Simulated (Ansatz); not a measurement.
System: Ca3TlRh.

```cif
data_structure
_symmetry_space_group_name_H-M 'P 1'
_symmetry_Int_Tables_number 1
_cell_length_a 4.7973
_cell_length_b 4.7973
_cell_length_c 6.5763
_cell_angle_alpha 90.000
_cell_angle_beta 90.000
_cell_angle_gamma 90.000
_cell_volume 151.34
loop_
_atom_site_label
_atom_site_type_symbol
_atom_site_fract_x
_atom_site_fract_y
_atom_site_fract_z
_atom_site_occupancy
Ca1 Ca 0.50000 0.00000 0.38659 1
Ca2 Ca 0.00000 0.50000 0.38659 1
Ca3 Ca 0.50000 0.50000 0.82939 1
Tl1 Tl 0.00000 0.00000 0.02400 1
Rh1 Rh 0.00000 0.00000 0.61982 1
```

Space group P4mm; a generated structure, not necessarily the stable one; computed without spin polarisation.

Level of theory: DFT PBE, scalar-relativistic, plane waves, PAW in Ansatz 0.2.0.

Question: Predict the valence pseudo-density and electron localisation function between the atoms.

Answer: Tl–Rh (2.66 Å): ρ at the midpoint is about 0.4 e/Å³; the ELF is about 0.30 at the midpoint: no shared electron pair shows on this line.
The ELF has a maximum of about 0.75 in the space between the atoms, 2.4 Å from four Ca atoms, on no atom or two-centre bond.

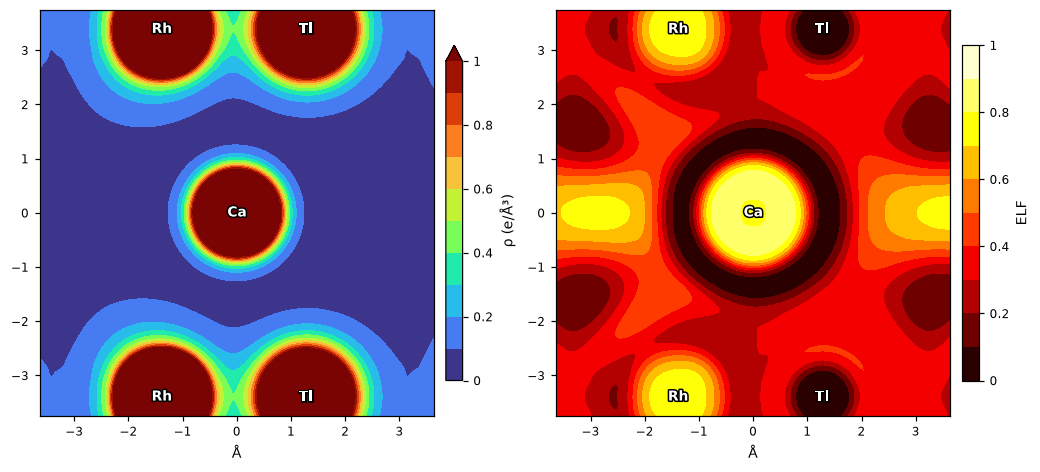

Computed valence pseudo-density and electron localisation function on the (11̄0) plane of the conventional cell, in this order. 
